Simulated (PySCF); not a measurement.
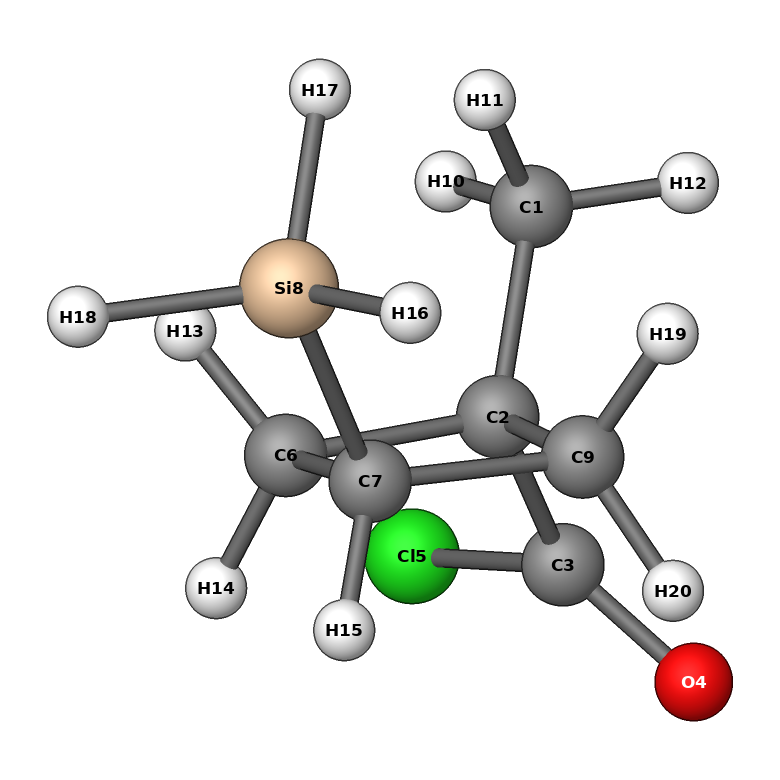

The questions are on isotropic NMR shieldings of the C atoms. The computed structure is the end point of a GFN2-xTB optimisation. No frequency run is at hand to confirm it as a minimum. Properties computed with GIAO PBE0/pcSseg-1 NMR shielding, non-relativistic, gas phase (PySCF 2.14.0).

List the isotropic NMR shieldings of the C atoms.

```json
{"atom": "C1", "σ (ppm)": "157.9"}
{"atom": "C2", "σ (ppm)": "137.0"}
{"atom": "C3", "σ (ppm)": "−3.5"}
{"atom": "C6", "σ (ppm)": "149.5"}
{"atom": "C7", "σ (ppm)": "181.7"}
{"atom": "C9", "σ (ppm)": "154.5"}
```

The geometry is semi-empirical. Around Si such bond lengths and angles can be off by a tenth of an ångström or more and by several degrees, and values that hang on the shape move with them.
